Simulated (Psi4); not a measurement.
# [BH4]− (SMILES [H][B-]([H])([H])[H]): B3LYP/6-31G(d) (spherical functions)

Aim: the energy change on altering one bond length of [BH4]− at B3LYP/6-31G* (spherical functions), from 2 runs. 

Program for the calculation: Psi4 1.11.

**1. The molecule**

[BH4]−: 5 atoms, total charge -1, spin state singlet. As SMILES, `[H][B-]([H])([H])[H]`. The shape is that of a GFN2-xTB optimisation.

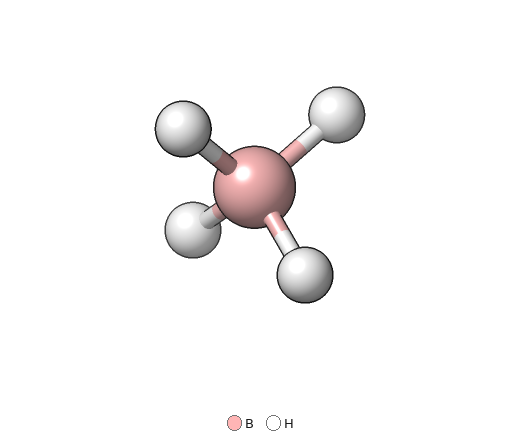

The structure, seen from a chosen angle (boron pink, hydrogen white).

**2. A single-point energy at B3LYP/6-31G(d) (spherical functions)**

Contents of job.py:

```python
import psi4

psi4.set_memory('1600 MB')
psi4.set_num_threads(1)
psi4.set_output_file('bh4.out', False)

molecule = psi4.geometry("""
-1 1
B      0.00000000    -0.00035905    -0.00009449
H      0.02244995    -0.03889056     2.32270017
H      2.18197227     0.02237436    -0.79521565
H     -1.11040307     1.90448489    -0.73238226
H     -1.09401915    -1.88760963    -0.79498888
units bohr
symmetry c1
no_reorient
no_com
""")

options = {'basis': '6-31G*', 'reference': 'rks', 'puream': True, 'e_convergence': 1e-09, 'd_convergence': 1e-08, 'scf_type': 'pk', 'dft_radial_points': 99, 'dft_spherical_points': 590}
psi4.set_options(options)

E, wfn = psi4.energy('B3LYP', return_wfn=True)
psi4.oeprop(wfn, 'LOWDIN_CHARGES', 'WIBERG_LOWDIN_INDICES', 'DIPOLE', title='B3LYP')
print(f'total energy {E:.8f} hartree = {E * 27.211386:.5f} eV')
for k, v in sorted(psi4.core.scalar_variables().items()):
    print(f'{k:45s} {v:18.10f}')
```

The run is started by

```sh
$ python job.py
```

bh4.out:

```text
[...]
  Running in c1 symmetry.
[...]
  Nuclear repulsion =   10.192673180337890
[...]
  Multiplicity = 1
[...]
  Nalpha       = 5
  Nbeta        = 5
[...]
    Number of basis functions: 22
[...]
   @RKS iter   1:   -27.05243673653007   -3.26408e-01   2.34142e-02 ADIIS/DIIS
[...]
   @RKS iter   8:   -27.24637232068831   -1.06581e-14   1.33647e-09 DIIS
[...]
    Orbital Energies [Eh]
    ---------------------
    Doubly Occupied:
       1A     -6.407747     2A     -0.226906     3A     -0.032176
       4A     -0.032109     5A     -0.032075
[...]
  @RKS Final Energy:   -27.24637232068831
   => Energetics <=
    Nuclear Repulsion Energy =             10.1926731803378896
    One-Electron Energy =                 -58.0385828554458669
    Two-Electron Energy =                  25.2862536363523667
    DFT Exchange-Correlation Energy =      -4.6867162819326973
    Empirical Dispersion Energy =           0.0000000000000000
    VV10 Nonlocal Energy =                  0.0000000000000000
    Total Energy =                        -27.2463723206883053
[...]
 Multipole Moments:
 ------------------------------------------------------------------------------------
     Multipole            Electronic (a.u.)      Nuclear  (a.u.)        Total (a.u.)
 ------------------------------------------------------------------------------------
 L = 1.  Multiply by 2.5417464519 to convert [e a0] to [Debye]
 Dipole X            :          0.0000302            0.0000000            0.0000302
 Dipole Y            :          0.0009046           -0.0014362           -0.0005316
 Dipole Z            :          0.0000151           -0.0003591           -0.0003440
 Magnitude           :                                                    0.0006339
[...]
```

The script printed:

```text
total energy -27.24637232 hartree = -741.41155 eV
CURRENT ENERGY                                    -27.2463723207
CURRENT REFERENCE ENERGY                          -27.2463723207
DD SOLVATION ENERGY                                 0.0000000000
DFT FUNCTIONAL TOTAL ENERGY                       -27.2463723207
DFT TOTAL ENERGY                                  -27.2463723207
DFT VV10 ENERGY                                     0.0000000000
DFT XC ENERGY                                      -4.6867162819
GRID ELECTRONS ALPHA                                5.0000000079
GRID ELECTRONS BETA                                 5.0000000079
GRID ELECTRONS TOTAL                               10.0000000157
NUCLEAR REPULSION ENERGY                           10.1926731803
ONE-ELECTRON ENERGY                               -58.0385828554
PCM POLARIZATION ENERGY                             0.0000000000
PE ENERGY                                           0.0000000000
SCF ITERATION ENERGY                              -27.2463723207
SCF ITERATIONS                                      8.0000000000
SCF TOTAL ENERGY                                  -27.2463723207
TWO-ELECTRON ENERGY                                25.2862536364
XC GRID RADIAL POINTS                              99.0000000000
XC GRID SPHERICAL POINTS                          590.0000000000
XC GRID TOTAL POINTS                           279769.0000000000
```

Run time: 4.8 s. Hardware: 1 thread of Intel Xeon 6975P-C (Granite Rapids), shared host; peak memory 0.41 GiB.

**3. The distorted shape, same level**

Contents of job.in:

```
memory 1600 mb

molecule geom {
  -1 1
  B
  H 1 1.229397
  H 1 1.228983 2 109.47434
  H 1 1.229431 3 109.45703 2 119.99469
  H 1 2.2115 3 109.47823 4 119.99566
  units angstrom
  symmetry c1
}

set basis 6-31G*
set puream true
set e_convergence 1e-09
set d_convergence 1e-08
set scf_type pk
set dft_radial_points 99
set dft_spherical_points 590

e, wfn = energy("b3lyp", return_wfn=True)
oeprop(wfn, "LOWDIN_CHARGES", "WIBERG_LOWDIN_INDICES", "DIPOLE")
print_variables()
```

The run is started by

```sh
$ psi4 -i job.in -o job.out -n 1
```

job.out:

```text
[...]
  Running in c1 symmetry.
[...]
  Nuclear repulsion =    8.998393566415718
[...]
  Multiplicity = 1
[...]
  Nalpha       = 5
  Nbeta        = 5
[...]
    Number of basis functions: 22
[...]
   @RKS iter   1:   -26.99087318250426   -4.16737e-01   2.13116e-02 DIIS/ADIIS
[...]
   @RKS iter   9:   -27.16737777971569   -1.00187e-12   5.09384e-10 DIIS
[...]
    Orbital Energies [Eh]
    ---------------------
    Doubly Occupied:
       1A     -6.501847     2A     -0.254124     3A     -0.079773
       4A     -0.079731     5A      0.022468
[...]
  @RKS Final Energy:   -27.16737777971569
   => Energetics <=
    Nuclear Repulsion Energy =              8.9983935664157180
    One-Electron Energy =                 -55.2351500909534323
    Two-Electron Energy =                  23.6573787303254370
    DFT Exchange-Correlation Energy =      -4.5879999855034175
    Empirical Dispersion Energy =           0.0000000000000000
    VV10 Nonlocal Energy =                  0.0000000000000000
    Total Energy =                        -27.1673777797156930
[...]
 Multipole Moments:
 ------------------------------------------------------------------------------------
     Multipole            Electronic (a.u.)      Nuclear  (a.u.)        Total (a.u.)
 ------------------------------------------------------------------------------------
 L = 1.  Multiply by 2.5417464519 to convert [e a0] to [Debye]
 Dipole X            :         -1.7042589            0.6011782           -1.1030807
 Dipole Y            :          0.9852521           -0.3476735            0.6375786
 Dipole Z            :          0.6959949           -0.2456068            0.4503881
 Magnitude           :                                                    1.3513486
[...]
```

It took 4.8 s on 1 thread of Intel Xeon 6975P-C (Granite Rapids), shared host; peak memory 0.41 GiB.

**4. What came out**

At B3LYP/6-31G* (spherical functions):

| quantity | value |
| --- | --- |
| first shape: total energy | -27.24637 Eh |
| first shape: HOMO energy | -0.87 eV |
| first shape: LUMO energy | 11.41 eV |
| first shape: HOMO–LUMO gap (to an unbound level, set by the basis) | 12.28 eV |
| distorted shape: total energy | -27.16738 Eh |
| distorted shape: HOMO energy | 0.61 eV |
| distorted shape: LUMO energy | 6.47 eV |
| distorted shape: HOMO–LUMO gap (to an unbound level, set by the basis) | 5.86 eV |
| energy change with the B1–H5 bond stretched from 1.229 to 2.211 Å | 2.150 eV |

With the B1–H5 bond stretched from 1.229 to 2.211 Å the energy rises by 2.15 eV (50 kcal/mol). The first shape isn't relaxed at this level, so the change isn't measured from a minimum. The HOMO (distorted shape) lies at positive energy, 0.61 eV; only total energies tell whether the electron is bound.
